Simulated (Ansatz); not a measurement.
Bond-angle distributions (per cent of the angles at each element, bins of 10°) of a relaxed model of amorphous C52Si6B6 at 2.20 g/cm³. Computed with PBE, scalar-relativistic without spin-orbit coupling (plane waves to 420 eV, PAW; Ansatz, an electronic-structure program).

It comes from a melt-quench run on a machine-learned potential (CHGNet), relaxed afterwards by DFT. The hot cell started wider than the set density and was brought back towards it in steps. It is the lowest in DFT energy of 2 quenches. It is a model cell: composition and starting density were chosen by hand, and all elements were melted together. No dispersion term was used. Its density started from a set value of 2.20 and ended at 2.20 g/cm³. The simulated quench (nominally 660 K/ps over its main leg) is rapid and tends to freeze in more defects than a deposited or slowly cooled glass has. A cell of this size samples the disorder only roughly. The volume was held where the preparation left it, at a PBE pressure of 3.4 GPa. Stress components on the final sampling reach 3.9 GPa. On a 2×2×2 Γ-centred mesh force components of up to 0.32 eV/Å stay, since the relaxation ran on one k-point at (1/4, 1/4, 1/4).

Bonds are counted up to C-C 1.72 Å, C-Si 2.28 Å, C-B 1.92 Å, Si-Si 2.74 Å, Si-B 2.40 Å, B-B 2.04 Å.

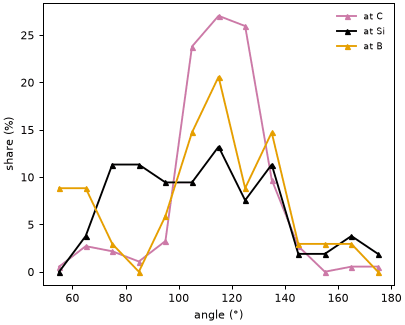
*Bond-angle distributions*

They go with these counts of neighbours within the cut-offs, cation contacts included: C mean 3.2, most often 3; Si mean 4.7, most often 4; B mean 3.8, most often 4.
